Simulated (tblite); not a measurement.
## Saddle-point search of C₅H₁₃NSi

- system: C₅H₁₃NSi
- method: GFN2-xTB saddle search (eigenvector following) and harmonic vibrations, gas phase (tblite 0.8.0)

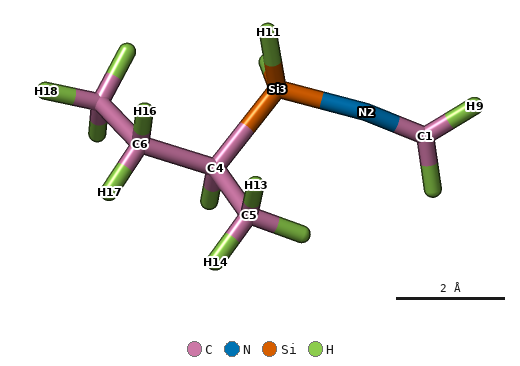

Figure 1. The starting structure (stick view, seen at a tilt; atoms are numbered from 1 in the order of the input). Bond lengths as drawn: C–C 1.52 to 1.53 Å, C–H 1.09 to 1.10 Å, C–N 1.24 Å, C–Si 1.92 Å, H–Si 1.46 to 1.47 Å and N–Si 1.70 Å.

Summary

| quantity | value |
| --- | --- |
| outcome | converged |
| total energy | −597.6457 eV |
| point group | C1 |
| hardware | 1 CPU thread, shared host |
| wall time | 7 s |
| peak memory | 0.2 GiB |

Input
```
{"job": {"xc": "GFN2-xTB", "basis": "xTB", "kind": "saddle"}, "charge": 0, "multiplicity": 1}
C      3.576146     0.077416    -0.173121
N      2.462287     0.171613     0.357662
Si     0.872261     0.670208     0.679523
C     -0.414155    -0.228447    -0.419810
C     -0.001673    -1.683745    -0.639488
C     -1.833784    -0.179420     0.147342
C     -2.376656     1.236390     0.280655
H      3.727317    -0.029939    -1.255524
H      4.486229     0.032751     0.432055
H      0.909663     2.111789     0.428293
H      0.609921     0.360066     2.090466
H     -0.436616     0.256184    -1.403165
H      0.020125    -2.222696     0.305819
H     -0.701950    -2.191637    -1.303092
H      0.990329    -1.739361    -1.081933
H     -1.848092    -0.665622     1.125923
H     -2.498688    -0.751688    -0.507953
H     -3.414327     1.217963     0.608413
H     -2.330891     1.752633    -0.675913
H     -1.797446     1.805545     1.003847
```

The first line tells a small driver script what to run in tblite; the rest is the geometry in Å.

Launch command:
```bash
OMP_NUM_THREADS=1 python <driver script> task.json out
```

Output
```
step      E/eV     max force
  0    -597.47889   0.4310
  1    -597.51356   0.3272
  2    -597.53752   0.5979
  3    -597.52791   0.2406
  4    -597.54161   0.1826
  5    -597.55893   0.2069
  6    -597.57896   0.1847
  7    -597.59778   0.3353
  8    -597.58666   0.1486
  9    -597.59514   0.1438
 10    -597.60748   0.2283
 11    -597.61523   0.1758
 12    -597.62510   0.2171
 13    -597.63069   0.2619
 14    -597.63675   0.1680
 15    -597.64148   0.1587
 16    -597.64295   0.0953
 17    -597.64330   0.2239
 18    -597.64390   0.0316
 19    -597.64456   0.0291
 20    -597.64524   0.0327
 21    -597.64557   0.0615
 22    -597.64569   0.0259
 23    -597.64566   0.0241
 24    -597.64555   0.0704
 25    -597.64567   0.0000
lowest wavenumbers (cm-1): -122.0 36.1 90.3 100.6 189.7 217.0
```

Trajectory as extended XYZ (Å, eV, eV/Å), 5 of the 12 frames kept, from step=0 to step=25
```
20
Properties=species:S:1:pos:R:3:forces:R:3 step=0 energy=-597.47889
C     3.5761    0.0774   -0.1731   -0.0870  -0.1930  -0.1450
N     2.4623    0.1716    0.3577    0.1460   0.3290   0.2370
Si    0.8723    0.6702    0.6795   -0.0550  -0.1380  -0.0920
C    -0.4142   -0.2284   -0.4198    0.0030   0.0010  -0.0050
C    -0.0017   -1.6837   -0.6395    0.0040  -0.0070  -0.0010
C    -1.8338   -0.1794    0.1473   -0.0030  -0.0010   0.0050
C    -2.3767    1.2364    0.2807    0.0000   0.0090  -0.0040
H     3.7273   -0.0299   -1.2555    0.0060   0.0680   0.0160
H     4.4862    0.0328    0.4321   -0.0130  -0.0470  -0.0040
H     0.9097    2.1118    0.4283    0.0010   0.0040  -0.0100
H     0.6099    0.3601    2.0905   -0.0100  -0.0180   0.0060
H    -0.4366    0.2562   -1.4032   -0.0040   0.0050  -0.0130
H     0.0201   -2.2227    0.3058   -0.0040  -0.0040   0.0030
H    -0.7020   -2.1916   -1.3031   -0.0020  -0.0010   0.0010
H     0.9903   -1.7394   -1.0819    0.0050  -0.0100  -0.0030
H    -1.8481   -0.6656    1.1259    0.0040  -0.0010   0.0130
H    -2.4987   -0.7517   -0.5080   -0.0010  -0.0050  -0.0020
H    -3.4143    1.2180    0.6084    0.0020   0.0010   0.0080
H    -2.3309    1.7526   -0.6759    0.0040   0.0070  -0.0120
H    -1.7974    1.8055    1.0038    0.0040   0.0010   0.0030
20
Properties=species:S:1:pos:R:3:forces:R:3 step=6 energy=-597.57896
C     3.5522    0.0553   -0.1045   -0.1350  -0.0050   0.0780
N     2.5503    0.2749    0.6017    0.1540   0.0110  -0.0690
Si    0.8816    0.6918    0.6355    0.0690  -0.0280   0.0190
C    -0.3996   -0.2232   -0.4621    0.0100  -0.0030  -0.0010
C     0.0007   -1.6816   -0.6840    0.0120  -0.0060  -0.0010
C    -1.8008   -0.1782    0.1587    0.0050  -0.0050  -0.0040
C    -2.3672    1.2294    0.2863    0.0010   0.0150  -0.0080
H     3.5798   -0.0279   -1.2018   -0.1100   0.0110   0.1480
H     4.5163   -0.0790    0.3972   -0.0850  -0.0040  -0.1290
H     0.8644    2.1296    0.3524    0.0000  -0.0020  -0.0030
H     0.5683    0.3787    2.0344   -0.0130   0.0100   0.0020
H    -0.4581    0.2577   -1.4458    0.0100   0.0020   0.0030
H     0.0389   -2.2153    0.2644    0.0140   0.0070  -0.0100
H    -0.7213   -2.1879   -1.3263    0.0210   0.0040   0.0070
H     0.9808   -1.7524   -1.1517    0.0030   0.0030   0.0020
H    -1.7683   -0.6420    1.1483    0.0020   0.0030  -0.0170
H    -2.4813   -0.7762   -0.4569    0.0170   0.0060  -0.0020
H    -3.3810    1.1940    0.6828    0.0250   0.0050  -0.0160
H    -2.3976    1.7200   -0.6853    0.0110  -0.0110   0.0200
H    -1.7582    1.8320    0.9567   -0.0110  -0.0140  -0.0170
20
Properties=species:S:1:pos:R:3:forces:R:3 step=13 energy=-597.63069
C     3.4023    0.0384   -0.1728    0.0470  -0.0150  -0.0610
N     2.5156    0.1767    0.6930    0.0150   0.0030  -0.0740
Si    0.8678    0.7078    0.7288    0.0490  -0.0100   0.0200
C    -0.3476   -0.2290   -0.4210    0.0030  -0.0060   0.0040
C     0.0729   -1.6846   -0.6213    0.0040   0.0020  -0.0020
C    -1.7784   -0.1817    0.1227    0.0000  -0.0080  -0.0030
C    -2.3258    1.2327    0.2538   -0.0060   0.0330  -0.0020
H     3.2816    0.2142   -1.2562    0.0410  -0.0370   0.2560
H     4.3994   -0.2851    0.1485   -0.1950   0.0410  -0.1330
H     0.8446    2.1379    0.4026    0.0010  -0.0020   0.0050
H     0.5211    0.4463    2.1286    0.0140   0.0060  -0.0150
H    -0.3534    0.2510   -1.4072    0.0040   0.0040   0.0040
H     0.0982   -2.2114    0.3306    0.0030   0.0030   0.0030
H    -0.6302   -2.2024   -1.2753    0.0170   0.0070   0.0060
H     1.0630   -1.7489   -1.0689    0.0010   0.0080   0.0120
H    -1.8052   -0.6702    1.1003   -0.0010   0.0050  -0.0140
H    -2.4320   -0.7537   -0.5448    0.0150   0.0090   0.0080
H    -3.3647    1.2083    0.5801    0.0310   0.0070  -0.0200
H    -2.2783    1.7511   -0.7034   -0.0030  -0.0220   0.0450
H    -1.7509    1.8027    0.9819   -0.0400  -0.0280  -0.0390
20
Properties=species:S:1:pos:R:3:forces:R:3 step=18 energy=-597.64390
C     3.3124    0.0009   -0.2511   -0.0110   0.0050   0.0080
N     2.5226    0.1898    0.6955    0.0120   0.0000  -0.0260
Si    0.8756    0.7153    0.8121    0.0110  -0.0010   0.0050
C    -0.3130   -0.2056   -0.3774   -0.0020   0.0000   0.0010
C     0.1266   -1.6568   -0.5711    0.0000  -0.0030   0.0010
C    -1.7641   -0.1744    0.1090    0.0010   0.0000   0.0000
C    -2.3371    1.2327    0.2035   -0.0010   0.0030   0.0000
H     3.0884    0.1579   -1.3130    0.0060  -0.0020   0.0310
H     4.3210   -0.3500   -0.0348   -0.0220   0.0090  -0.0120
H     0.8353    2.1574    0.5511    0.0000  -0.0090   0.0030
H     0.5594    0.3865    2.2034    0.0040   0.0000  -0.0090
H    -0.2838    0.2824   -1.3596    0.0010  -0.0020   0.0030
H     0.1050   -2.1925    0.3761   -0.0020   0.0010  -0.0030
H    -0.5360   -2.1723   -1.2670    0.0020   0.0000   0.0020
H     1.1399   -1.7108   -0.9645   -0.0050  -0.0010   0.0030
H    -1.8239   -0.6549    1.0886   -0.0010   0.0010  -0.0030
H    -2.3809   -0.7613   -0.5795    0.0010   0.0010   0.0000
H    -3.3891    1.1964    0.4803    0.0060   0.0010  -0.0040
H    -2.2528    1.7440   -0.7535    0.0010  -0.0020   0.0040
H    -1.8055    1.8154    0.9519   -0.0030  -0.0020  -0.0040
20
Properties=species:S:1:pos:R:3:forces:R:3 step=25 energy=-597.64567
C     3.2943    0.0793   -0.3160    0.0000   0.0000   0.0000
N     2.5366    0.1767    0.6697    0.0000   0.0000   0.0000
Si    0.8836    0.6587    0.8676    0.0000   0.0000   0.0000
C    -0.3022   -0.2344   -0.3444    0.0000   0.0000   0.0000
C     0.1047   -1.6980   -0.5149    0.0000   0.0000   0.0000
C    -1.7661   -0.1615    0.0961    0.0000   0.0000   0.0000
C    -2.3098    1.2592    0.1523    0.0000   0.0000   0.0000
H     3.0277    0.3140   -1.3523    0.0000   0.0000   0.0000
H     4.3159   -0.2658   -0.1653    0.0000   0.0000   0.0000
H     0.8023    2.1106    0.6868    0.0000   0.0000   0.0000
H     0.6112    0.2488    2.2457    0.0000   0.0000   0.0000
H    -0.2296    0.2456   -1.3284    0.0000   0.0000   0.0000
H     0.0312   -2.2275    0.4331    0.0000   0.0000   0.0000
H    -0.5441   -2.1994   -1.2336    0.0000   0.0000   0.0000
H     1.1308   -1.7811   -0.8677    0.0000   0.0000   0.0000
H    -1.8683   -0.6266    1.0795    0.0000   0.0000   0.0000
H    -2.3741   -0.7441   -0.6039    0.0000   0.0000   0.0000
H    -3.3732    1.2497    0.3834    0.0000   0.0000   0.0000
H    -2.1728    1.7580   -0.8050    0.0000   0.0000   0.0000
H    -1.7983    1.8378    0.9173    0.0000   0.0000   0.0000
```
